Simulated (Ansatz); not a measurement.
Reaction (SMILES): P#P (P2) + 3 [H][H] (H2) → 2 P (PH3)
B3LYP-D3(BJ)/def2-TZVP geometries, fixed; electronic energies without zero-point terms.

Basis-set convergence of the energy of full hydrogenation at CCSD(T) with Ansatz (a program for electronic structure). Cartesian d functions, on some or all atoms, in 6-31G**, 6-311G**, 6-311+G**; all else is spherical. Cores are frozen. A restricted Hartree-Fock determinant is unstable towards unrestricted orbitals. No added dispersion term, no relativity. Functions are those of the species that has most. Reference: Hartree-Fock in aug-cc-pV(Q+d)Z plus the correlation part extrapolated as X^-3 from aug-cc-pV(T+d)Z and aug-cc-pV(Q+d)Z, -39.72 kcal/mol, itself unsure by roughly 0.20 kcal/mol (a third of the extrapolation step and of the last Hartree-Fock step). Deviations are taken from unrounded values.

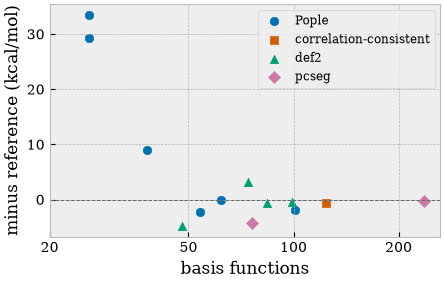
Fig. 1. Deviation from the reference against the number of basis functions, by family of sets.

```csv
basis,functions,energy of full hydrogenation (kcal/mol),minus reference (kcal/mol)
3-21G,26,-10.53,29.19
6-31G,26,-6.21,33.51
6-31G**,38,-30.68,9.04
def2-SVPD,48,-44.52,-4.80
6-311G**,54,-41.91,-2.19
6-311+G**,62,-39.76,-0.04
def2-TZVP,74,-36.57,3.15
pcseg-2,76,-44.01,-4.29
def2-TZVPP,84,-40.34,-0.62
def2-TZVPPD,99,-40.10,-0.38
"6-311++G(3df,3pd)",101,-41.54,-1.82
aug-cc-pV(T+d)Z,124,-40.35,-0.63
aug-pcseg-3,236,-39.95,-0.23
```
